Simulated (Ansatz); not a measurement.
```xyz
3

C     0.0000    0.0000   -0.0103
P     0.0000    0.0000    1.6087
S     0.0000    0.0000   -1.5984
```

Geometry: B3LYP/6-31G*.

Method: isolated molecule in a Gaussian basis; Kohn-Sham density functional theory, functional PBE0 (Ansatz 0.2.0).

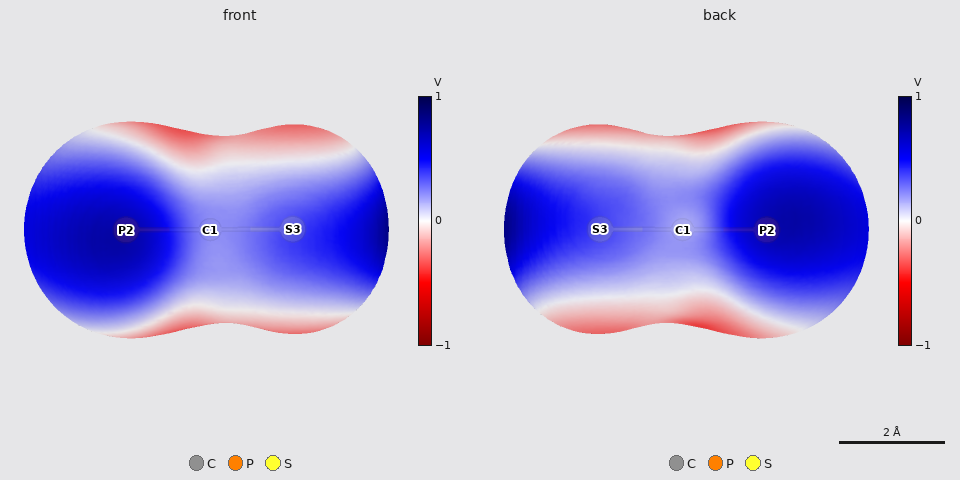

CPS (SMILES P#C[S]) (doublet). The electrostatic potential painted on the density surface at 0.002 e/bohr³, seen from the front and from behind; the colour scale runs from red (negative) to blue (positive).

Which sites attract a positive test charge, and which a negative one?

Answer. A positive charge is drawn to the negative regions and a negative charge to the positive ones. The most negative region (about −0.4 V) lies over C1 and P2, the most positive (about +0.8 V) over S3.

What dipole moment does the calculation give?

Answer. Its dipole moment is 0.15 D.
